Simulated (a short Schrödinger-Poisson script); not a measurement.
Stack: MOS inversion layer, Al2O3 on p-type Si(100), at 300 K.

| layer | material | thickness (nm) | Na (cm⁻³) |
|---|---|---|---|
| 1 | Al2O3 | 2 | - |
| 2 | Si | 1500 | 8.1e16 |

Constants are typed, rounded textbook-type inputs, not results; the design itself was drawn at random and stands for no fabricated device. Al2O3: permittivity 9, conduction-band edge (eV) 2.7, gap (eV) 6.8, electron mass (mₑ) 0.3. Si: permittivity 11.7, conduction-band edge (eV) 0, gap (eV) 1.124, Nv at 300 K (cm⁻³) 3.1e19.

Channel valleys (confinement mass, in-plane density-of-states mass, number): Δ2 0.916, 0.19, 2; Δ4 0.19, 0.417, 4. At the gate the conduction-band edge of layer 1 lies 3.17 eV − eVg above the Fermi level of the channel; the field vanishes at the back. Gaps are held at their typed values at every temperature. Mesh 0.03 nm at interfaces.

From a short Schrödinger-Poisson script (our own, NumPy): 1D Poisson equation in equilibrium, electrons quantum, Hartree (BenDaniel-Duke, 12 states a valley, the channel's in-plane mass for all, wave functions free to enter the dielectric), parabolic valleys, classical holes, full ionisation, no traps, pinning or gate leakage.

Only gate voltages with over 1e8 electrons/cm² are shown.

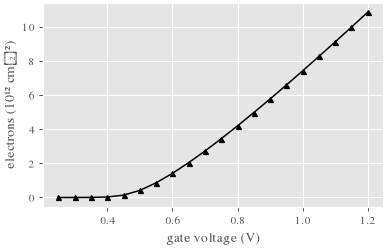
Fig. 1. Sheet density against gate voltage

| Vg (V) | electrons (cm⁻²) | C (μF/cm²) | Δ2 E0 (meV) | Δ2 E1 (meV) | Δ4 E0 (meV) | Δ4 E1 (meV) |
|---|---|---|---|---|---|---|
| 0.25 | 1.31e8 | 0.0970 | 298.0 | 331.0 | 325.0 | 379.8 |
| 0.3 | 8.09e8 | 0.0977 | 250.3 | 284.0 | 277.8 | 334.0 |
| 0.35 | 4.99e9 | 0.118 | 202.7 | 237.2 | 230.8 | 288.4 |
| 0.4 | 2.92e10 | 0.241 | 156.3 | 191.8 | 185.2 | 244.1 |
| 0.45 | 1.37e11 | 0.655 | 115.1 | 152.3 | 145.4 | 206.0 |
| 0.5 | 4.16e11 | 1.22 | 84.4 | 124.6 | 117.1 | 180.2 |
| 0.55 | 8.59e11 | 1.64 | 63.1 | 107.3 | 99.0 | 165.0 |
| 0.6 | 1.41e12 | 1.92 | 47.5 | 96.1 | 86.9 | 155.7 |
| 0.65 | 2.04e12 | 2.11 | 35.3 | 88.3 | 78.1 | 149.7 |
| 0.7 | 2.72e12 | 2.26 | 25.2 | 82.5 | 71.4 | 145.4 |
| 0.75 | 3.44e12 | 2.37 | 16.5 | 78.0 | 66.0 | 142.3 |
| 0.8 | 4.20e12 | 2.46 | 8.9 | 74.4 | 61.4 | 140.0 |
| 0.85 | 4.97e12 | 2.53 | 2.0 | 71.4 | 57.5 | 138.1 |
| 0.9 | 5.77e12 | 2.59 | -4.3 | 68.9 | 54.1 | 136.6 |
| 0.95 | 6.59e12 | 2.64 | -10.2 | 66.7 | 50.9 | 135.3 |
| 1 | 7.42e12 | 2.68 | -15.7 | 64.8 | 48.1 | 134.2 |
| 1.05 | 8.26e12 | 2.72 | -20.9 | 63.1 | 45.4 | 133.3 |
| 1.1 | 9.12e12 | 2.76 | -25.9 | 61.6 | 43.0 | 132.5 |
| 1.15 | 9.98e12 | 2.79 | -30.7 | 60.2 | 40.6 | 131.8 |
| 1.2 | 1.09e13 | 2.81 | -35.3 | 58.9 | 38.4 | 131.2 |

Subbands count from the Fermi level.
